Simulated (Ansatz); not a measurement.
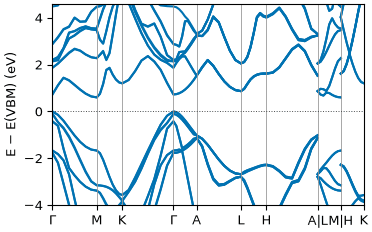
Figure: Band structure from r²SCAN with spin–orbit coupling (plane waves, PAW; program Ansatz)

**Question.** Read off the gap and where the band edges lie.

**Answer.** About 0.6 eV (0.60 eV by a search for the band edges); maximum at Γ, minimum at M.

The material is SiGe (wurtzite, space group No. 186).

Space group P6_3mc (wurtzite). The workflow started from a Materials Project entry (that database holds measured and hypothetical structures alike); the Crystallography Open Database copy checked does not list it. Whether it is the stable phase at ambient conditions was not checked. Symmetry was held in the r²SCAN relaxation; of distortions, only those at the zone centre were tested.

Potentials: the earlier of the program's two PAW sets.
